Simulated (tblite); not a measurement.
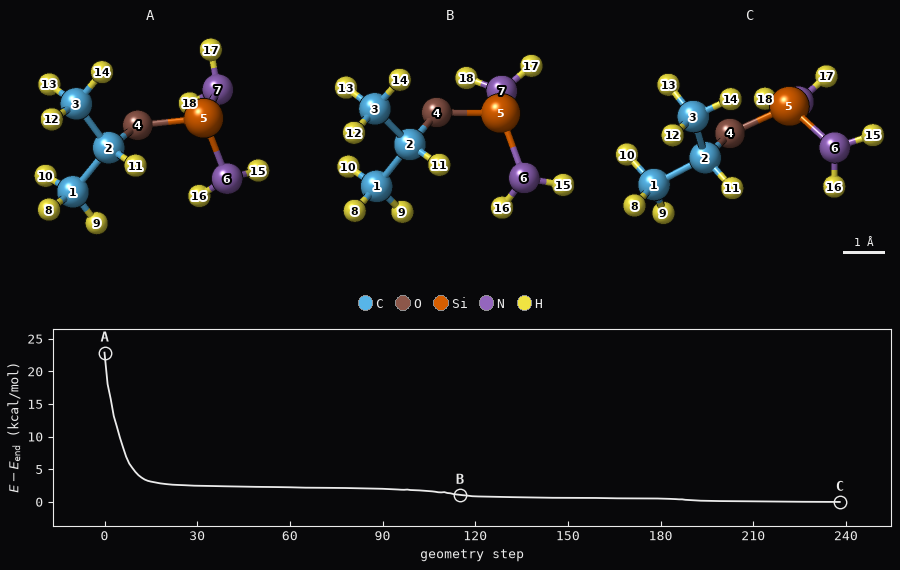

Frames of a relaxation of C3H11N2OSi (multiplicity 2), marked on the history of the run. The picture is a ball-and-stick view, seen at a tilt.

These are results of GFN2-xTB geometry optimisation, gas phase in tblite, not measurements. 

Question: Describe the path.

Answer: After 238 geometry steps the energy has fallen by 22.9 kcal/mol. The atom that moves furthest after the best rigid fit is H15 (1.84 Å). By element the largest moves are H 1.84 Å, N 1.18 Å, Si 0.62 Å, C 0.56 Å, O 0.38 Å. Among the contacts that change: Si5–N6 1.684 → 1.735 Å, Si5–N7 1.697 → 1.740 Å, C2–O4 1.434 → 1.396 Å, O4–Si5 1.663 → 1.635 Å. Among the angles between lasting bonds that change: N6–Si5–N7 93.7° → 114.7°, Si5–N6–H15 104.7° → 118.1°, Si5–N7–H18 106.2° → 116.2°. Groups turn about C2–O4 by about 40°, Si5–N6 by about 30°, O4–Si5 by about 30°. Cost: 1.2 s on 1 thread of Arm Neoverse V2 (shared host). From step 0 to 115: H17 moves most (1.03 Å), energy −21.8 kcal/mol. From step 115 to 238: H15 moves most (1.37 Å), energy −1.08 kcal/mol.

```json
{"step": "0", "E − E(0), kcal/mol": "0.00"}
{"step": "1", "E − E(0), kcal/mol": "-4.82"}
{"step": "2", "E − E(0), kcal/mol": "-7.08"}
{"step": "3", "E − E(0), kcal/mol": "-9.72"}
{"step": "4", "E − E(0), kcal/mol": "-11.34"}
{"step": "5", "E − E(0), kcal/mol": "-13.04"}
{"step": "6", "E − E(0), kcal/mol": "-14.52"}
{"step": "7", "E − E(0), kcal/mol": "-15.95"}
{"step": "8", "E − E(0), kcal/mol": "-16.99"}
{"step": "9", "E − E(0), kcal/mol": "-17.66"}
{"step": "10", "E − E(0), kcal/mol": "-18.28"}
{"step": "22", "E − E(0), kcal/mol": "-20.24"}
{"step": "34", "E − E(0), kcal/mol": "-20.44"}
{"step": "46", "E − E(0), kcal/mol": "-20.55"}
{"step": "58", "E − E(0), kcal/mol": "-20.62"}
{"step": "70", "E − E(0), kcal/mol": "-20.72"}
{"step": "82", "E − E(0), kcal/mol": "-20.79"}
{"step": "94", "E − E(0), kcal/mol": "-20.95"}
{"step": "106", "E − E(0), kcal/mol": "-21.26"}
{"step": "118", "E − E(0), kcal/mol": "-21.95"}
{"step": "130", "E − E(0), kcal/mol": "-22.12"}
{"step": "142", "E − E(0), kcal/mol": "-22.24"}
{"step": "154", "E − E(0), kcal/mol": "-22.26"}
{"step": "166", "E − E(0), kcal/mol": "-22.33"}
{"step": "178", "E − E(0), kcal/mol": "-22.35"}
{"step": "190", "E − E(0), kcal/mol": "-22.63"}
{"step": "202", "E − E(0), kcal/mol": "-22.77"}
{"step": "214", "E − E(0), kcal/mol": "-22.81"}
{"step": "226", "E − E(0), kcal/mol": "-22.86"}
{"step": "238", "E − E(0), kcal/mol": "-22.89"}
```
